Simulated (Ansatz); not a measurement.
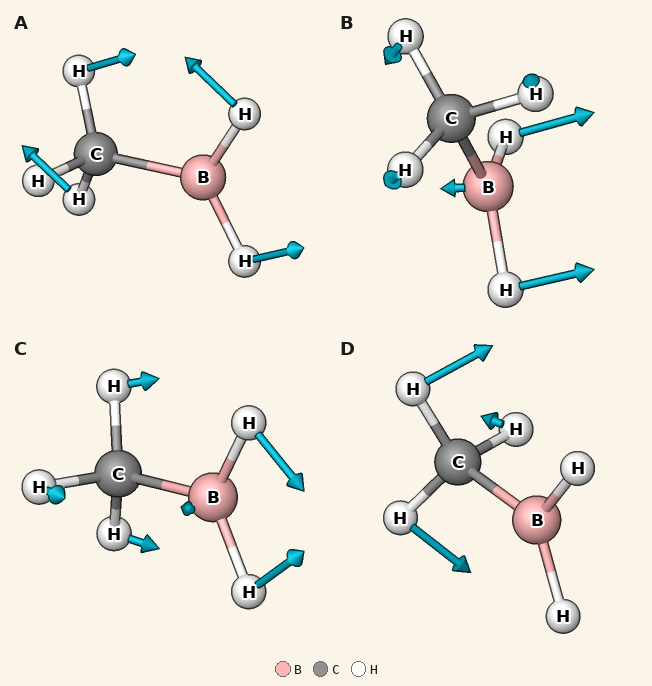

4 normal modes of one molecule or complex, as arrows. Harmonic vibrations computed with RKS PBE0-D4/def2-TZVP (Ansatz 0.2.0) at a stationary point of the same level.

Match the panels to the wavenumbers 680 cm⁻¹, 1080 cm⁻¹, 1240 cm⁻¹, 1467 cm⁻¹.

A: 680 cm⁻¹, angle bending
B: 1080 cm⁻¹
C: 1240 cm⁻¹, angle bending
D: 1467 cm⁻¹, H–C–H bending
